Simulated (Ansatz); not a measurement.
Electronic density of states of amorphous Zr20O41Sr, density 5.30 g/cm³, on a 2×2×2 Γ-centred mesh with a Gaussian width of 0.1 eV; energies count from the Fermi level, whose place inside the gap is arbitrary. Cell and mesh are small, so fine structure isn't converged. Computed with PBE, scalar-relativistic without spin-orbit coupling (plane waves to 420 eV, PAW; Ansatz, a first-principles code). Sampling: a 2×2×2 Γ-centred mesh; Fermi-Dirac width 0.02 eV; no spin polarisation.

It comes from a melt-quench run on a machine-learned potential (CHGNet), relaxed afterwards by DFT. O atoms were pushed apart under 1.9 Å during the dynamics, to hinder bonds among them. The hot cell started wider than the set density and was brought back towards it in steps. It is the lowest in DFT energy of 2 quenches. It is a model cell: composition and starting density were chosen by hand, and all elements were melted together. No dispersion term was used. Its density started from a set value of 5.29 and ended at 5.30 g/cm³. The quench (nominally 380 K/ps over its main leg) was far faster than any real one, so the model tends to hold more defects than a real film. Values belong to this one cell and scatter from quench to quench. The volume was held where the preparation left it and the shape relaxed, at a PBE pressure of -1.2 GPa (tension). Stress components on the final sampling reach 1.2 GPa.

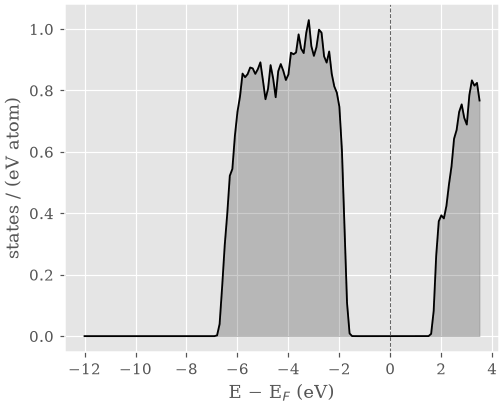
Fig. 1. Density of states per atom

The gap on this mesh is 3.53 eV; the broadening fills part of it in the curve.
